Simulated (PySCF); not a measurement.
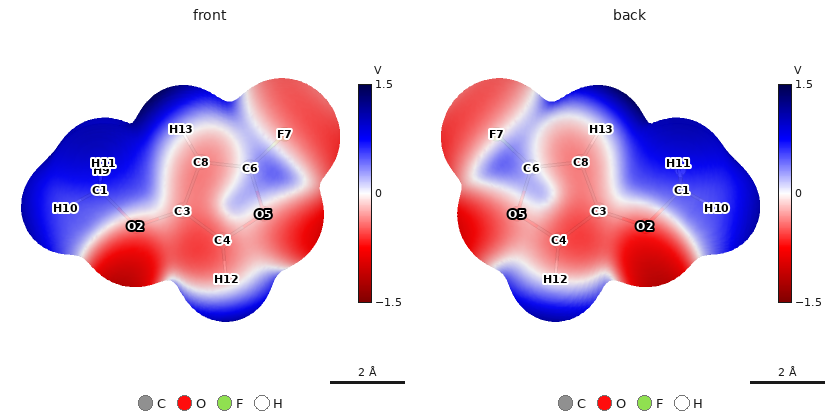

C₅H₅FO₂ (SMILES COc1coc(F)c1). The electrostatic potential painted on the density surface at 0.002 e/bohr³, seen from the front and from behind; red is negative and blue positive.

Geometry: GFN2-xTB.

Theory: PBE0/pcSseg-1, SCF density, gas phase, non-relativistic in PySCF 2.14.0.

```tsv
atom	x (Å)	y (Å)	z (Å)
C	-2.1135	0.3965	-0.2283
O	-1.2992	-0.6745	-0.6559
C	0.0341	-0.4882	-0.5431
C	0.9789	-1.4080	-0.9029
O	2.2237	-0.9183	-0.6650
C	2.0497	0.2979	-0.1612
F	3.1442	0.9791	0.1529
C	0.7435	0.6485	-0.0492
H	-1.9610	0.6138	0.8333
H	-3.1400	0.0719	-0.3879
H	-1.9221	1.3010	-0.8139
H	0.9008	-2.3905	-1.3158
H	0.3566	1.5713	0.3263
```

> Where is the surface potential most negative and most positive?

The most negative region (about −1.1 V) lies over O2, the most positive (about +1.4 V) over H13. O2 is the likeliest acceptor of a hydrogen bond.

> What dipole moment does the calculation give?

Its dipole moment is 2.43 D.
